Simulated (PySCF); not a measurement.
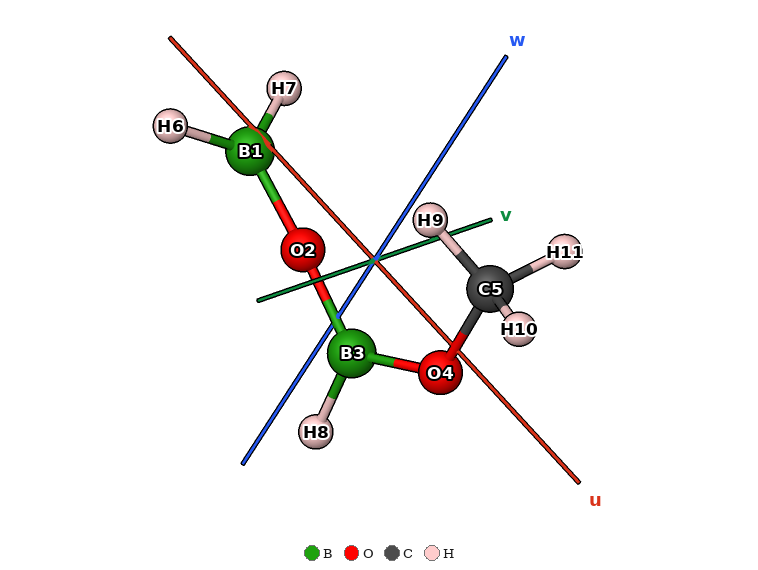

The lines u, v and w are the principal axes of the static dipole polarisability. Computed geometry: PBE0-D3(BJ)/def2-SVP optimisation. No frequency run is at hand to confirm it as a minimum. Computed with CAM-B3LYP/def2-SVPD (PySCF 2.14.0).

Along which axis is the molecule most polarisable, and along which least?

Answer. Most along u (close to the long direction B1···C5), least along v.

Give the three principal values.

Answer. u 60.1, v 42.3, w 49.1 bohr³; mean 50.5, anisotropy 15.5 bohr³.
